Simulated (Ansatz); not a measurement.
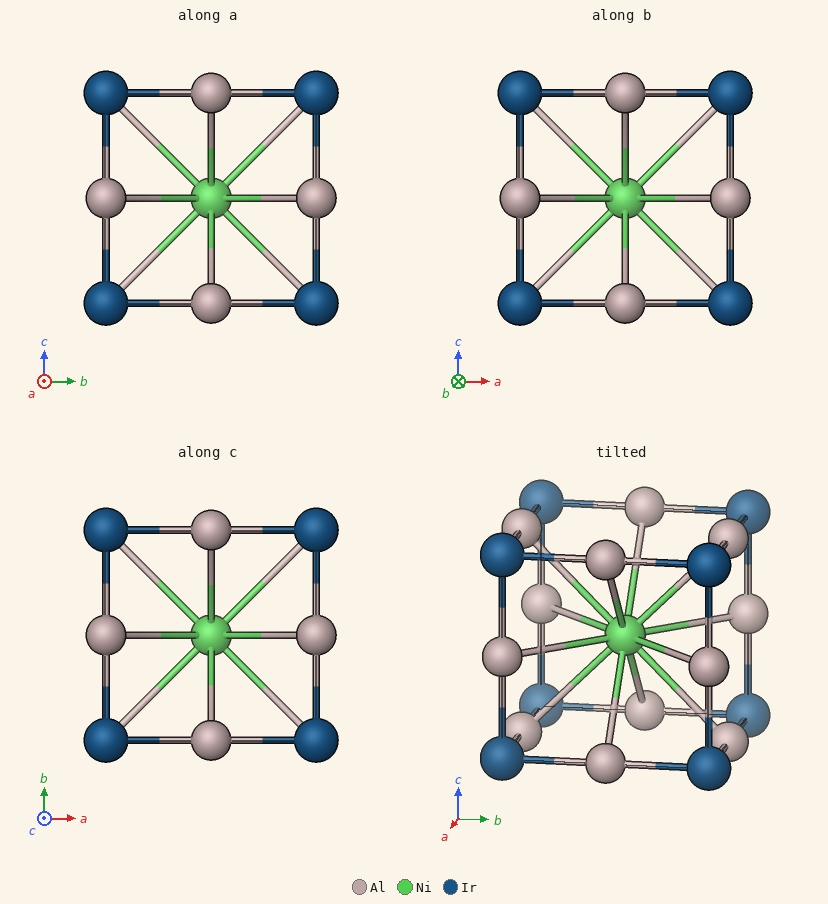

Crystal structure, ball-and-stick style, seen along the a axis, along the b axis, along the c axis and slightly off an axis. The conventional unit cell is outlined; an atom on or near a face, edge or corner is repeated at each equivalent position.

Lattice parameters: a = 4.668 Å, b = 4.668 Å, c = 4.668 Å, α = 90.00°, β = 90.00°, γ = 90.00°. Put a along x and b in the xy plane.

### Record the structure as a POSCAR file.

```
Al Ni Ir
1.0
     4.668    0.000    0.000
     0.000    4.668    0.000
     0.000    0.000    4.668
Al Ni Ir
3 1 1
Direct
  0.5000 0.0000 0.0000
  0.0000 0.5000 0.0000
  0.0000 0.0000 0.5000
  0.5000 0.5000 0.5000
  0.0000 0.0000 0.0000
```

The structure was taken from a structure type filled with these elements by a generator (whether the compound takes this form wasn't checked). Atoms and cell were optimised with DFT PBE, scalar-relativistic, plane waves, PAW (Ansatz 0.2.0).
